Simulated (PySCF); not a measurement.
# Two runs on Ge₂NH₇Se

System: Ge₂NH₇Se, SMILES [NH2][GeH2][Se][GeH3].
Method of the first run: TDDFT PBE/def2-SVPD, vertical, gas phase, core orbitals frozen in the response (PySCF 2.14.0).

The geometry comes from this level: PBE0-D3(BJ)/def2-SVP. Text and figures count atoms from 1; the logs count them from 0 in places.

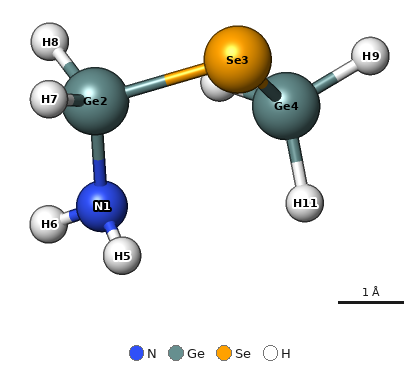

Figure 1. The structure as given in the input (ball-and-stick view, seen at a tilt; atoms are numbered from 1 in the order of the input). Sticks mark near contacts. Bond lengths as drawn: Ge–H 1.54 to 1.55 Å, Ge–N 1.83 Å, Ge–Se 2.35 to 2.37 Å and H–N 1.02 Å.

Input file, the first run:
```
{"job": {"kind": "uv", "xc": "PBE", "basis": "def2-SVPD", "ip": true}, "charge": 0, "multiplicity": 1}
N     -1.371194     0.345140     0.501566
Ge    -1.029329    -1.114980    -0.555493
Se     0.595023    -0.416172    -2.099007
Ge     1.837816     0.760491    -0.464865
H     -1.860553     1.110522     0.046096
H     -1.808724     0.143295     1.396673
H     -2.211933    -1.648315    -1.395157
H     -0.502633    -2.198193     0.403575
H      3.253713     0.883511    -1.060100
H      1.882483    -0.049833     0.840618
H      1.255676     2.160860    -0.223001
```

The first line tells a small driver script what to run in PySCF; the rest is the geometry in Å.

Launched with:
```bash
OMP_NUM_THREADS=1 python <driver script> task.json out
```

Hardware: 1 CPU thread, shared host.

Output (the first run):
```
coarse grid: 44592 points
cycle   1  E = -6612.5468854997  dE = -1.904e+00  |g| = 8.828e-01  |ddm| = 3.994e+00
cycle   2  E = -6612.2737768437  dE =  2.731e-01  |g| = 1.439e+00  |ddm| = 2.069e+00
cycle   3  E = -6612.6346682669  dE = -3.609e-01  |g| = 2.957e-01  |ddm| = 1.530e+00
cycle   4  E = -6612.6535764479  dE = -1.891e-02  |g| = 5.510e-02  |ddm| = 3.228e-01
cycle   5  E = -6612.6539640194  dE = -3.876e-04  |g| = 2.963e-02  |ddm| = 1.013e-01
cycle   6  E = -6612.6541750505  dE = -2.110e-04  |g| = 7.461e-03  |ddm| = 5.715e-02
cycle   7  E = -6612.6541963630  dE = -2.131e-05  |g| = 1.246e-03  |ddm| = 1.685e-02
cycle   8  E = -6612.6541968635  dE = -5.005e-07  |g| = 3.311e-04  |ddm| = 2.545e-03
final grid: 87752 points
cycle   9  E = -6612.6540714879  dE = -6.581e-08  |g| = 5.071e-04  |ddm| = 6.107e-03
cycle  10  E = -6612.6540713710  dE =  1.169e-07  |g| = 8.443e-04  |ddm| = 1.912e-03
cycle  11  E = -6612.6540715603  dE = -1.893e-07  |g| = 1.098e-04  |ddm| = 1.101e-03
cycle  12  E = -6612.6540715632  dE = -2.929e-09  |g| = 2.299e-05  |ddm| = 1.402e-04
cycle  13  E = -6612.6540715633  dE = -9.368e-11  |g| = 5.787e-06  |ddm| = 2.801e-05
converged SCF energy = -6612.6540715633

Static polarisability (au): isotropic 106.100, principal 87.878 104.568 125.856

Singlet excitations
state   eV       nm        f      main configurations
  1   4.5228    274.1   0.00447   H->L 0.98
  2   4.7625    260.3   0.01117   H->L+1 0.98
  3   5.0138    247.3   0.00330   H-1->L 0.99
  4   5.0666    244.7   0.02370   H->L+2 0.95
  5   5.3018    233.9   0.01401   H-1->L+1 0.92
  6   5.5184    224.7   0.00423   H->L+3 0.95
  7   5.6735    218.5   0.02420   H-1->L+2 0.96
  8   6.0988    203.3   0.00377   H->L+4 0.79, H-2->L 0.11, H-1->L+3 0.08
  9   6.1756    200.8   0.02247   H-1->L+3 0.80
 10   6.2031    199.9   0.00396   H->L+5 0.91

Triplet excitations (Tamm-Dancoff, eV): 4.1977 4.4221 4.8897 4.9120
Vertical ionisation energy (delta-SCF) = 8.5342 eV
Vertical electron affinity (delta-SCF) = -0.5960 eV
```

The input of the second run differs as follows (lines with − go, lines with + come):
```diff
-"xc": "PBE"
+"xc": "B3LYP"
```

What does this change do to the results?

The total energies belong to different methods, so their difference says nothing on which is more stable or more accurate. The HOMO goes from −5.65 to −6.52 eV. The LUMO goes from −1.27 to −0.74 eV. The lowest excitation goes from 4.52 to 4.76 eV. The strongest computed line goes from 5.67 to 6.25 eV. The functional changes from PBE to B3LYP. Exact exchange removes part of the self-interaction error of semilocal functionals, which pushes filled and empty levels apart. The SCF takes 11 iterations against 13.

Output (the second run):
```
coarse grid: 44592 points
cycle   1  E = -6613.7723844615  dE = -1.952e+00  |g| = 7.352e-01  |ddm| = 3.870e+00
cycle   2  E = -6613.6767486415  dE =  9.564e-02  |g| = 1.006e+00  |ddm| = 1.791e+00
cycle   3  E = -6613.8502203881  dE = -1.735e-01  |g| = 1.341e-01  |ddm| = 1.068e+00
cycle   4  E = -6613.8536470851  dE = -3.427e-03  |g| = 3.288e-02  |ddm| = 1.551e-01
cycle   5  E = -6613.8538257874  dE = -1.787e-04  |g| = 1.091e-02  |ddm| = 4.124e-02
cycle   6  E = -6613.8538476600  dE = -2.187e-05  |g| = 2.527e-03  |ddm| = 1.976e-02
cycle   7  E = -6613.8538497385  dE = -2.079e-06  |g| = 4.548e-04  |ddm| = 5.506e-03
final grid: 87752 points
cycle   8  E = -6613.8537421615  dE = -3.315e-08  |g| = 6.323e-04  |ddm| = 4.781e-03
cycle   9  E = -6613.8537420577  dE =  1.038e-07  |g| = 9.246e-04  |ddm| = 2.689e-03
cycle  10  E = -6613.8537422778  dE = -2.201e-07  |g| = 6.661e-05  |ddm| = 1.462e-03
cycle  11  E = -6613.8537422786  dE = -8.058e-10  |g| = 1.293e-05  |ddm| = 8.989e-05
converged SCF energy = -6613.8537422786

Static polarisability (au): isotropic 103.071, principal 85.736 101.807 121.668

Singlet excitations
state   eV       nm        f      main configurations
  1   4.7650    260.2   0.00372   H->L 0.90, H->L+1 0.09
  2   5.0380    246.1   0.01652   H->L+1 0.89
  3   5.5267    224.3   0.02281   H->L+2 0.94
  4   5.7922    214.1   0.00785   H-1->L 0.94
  5   5.9432    208.6   0.00352   H-1->L+1 0.47, H->L+3 0.47
  6   6.0206    205.9   0.01336   H->L+3 0.50, H-1->L+1 0.40
  7   6.2479    198.4   0.04412   H-1->L+2 0.84
  8   6.4997    190.8   0.00428   H->L+4 0.76, H-2->L 0.17
  9   6.6308    187.0   0.01857   H->L+5 0.37, H-2->L 0.26, H->L+6 0.22
 10   6.6852    185.5   0.02871   H->L+5 0.51, H-2->L 0.20, H->L+6 0.14

Triplet excitations (Tamm-Dancoff, eV): 4.4275 4.6601 5.3542 5.5589
Vertical ionisation energy (delta-SCF) = 8.6713 eV
```

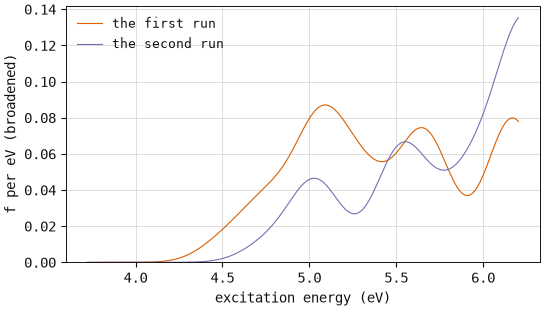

Figure 2. Absorption of the two runs from their computed states, each broadened by a Gaussian of 0.35 eV full width; the range ends where the shorter list of states ends.

The two runs side by side:

| quantity | the first run | the second run |
| --- | --- | --- |
| outcome | converged | converged |
| total energy (hartree) | −6612.654072 | −6613.853742 |
| HOMO (eV) | −5.65 | −6.52 |
| LUMO (eV) | −1.27 | −0.74 |
| dipole moment (D) | 2.13 | 2.15 |
| lowest excitation (eV) | 4.52 | 4.76 |
| SCF iterations | 13 | 11 |
| strongest computed line (eV) | 5.67 | 6.25 |
| basis functions | 193 | 193 |
| wall time (shared host) | 4 min | 2.9 min |

For both runs: Spin–orbit coupling is left out, which matters for the heavy atoms.
